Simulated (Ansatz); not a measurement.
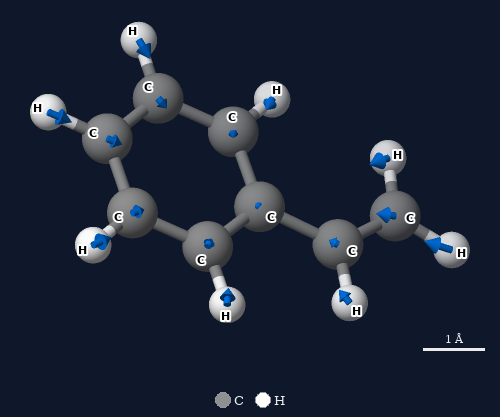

This is a relaxation of C₈H₈. The starting structure is drawn; blue arrows show the displacements, 10 times their true length. The two geometries are superimposed by the best rigid fit.

A ball-and-stick model, seen at a tilt.

The start comes from PBE-D4/def2-SVP.

Method: Ansatz, RKS PBE0-D4/def2-TZVP. Settings: force threshold 0.005 eV/Å; at most 150 steps.

### What did the optimiser do to the structure, and how much energy did it gain?

The atom that moves furthest after the best rigid fit is an H atom (0.050 Å). Largest moves by element: H 0.050 Å, C 0.035 Å. Among the contacts that change: C–C 1.350 → 1.330 Å, C–C 1.416 → 1.397 Å, C–C 1.403 → 1.385 Å, C–H 1.101 → 1.084 Å. The energy falls by 9.58 kJ/mol in 4 geometry steps. The largest force component goes from 0.62 to 0.001 eV/Å.
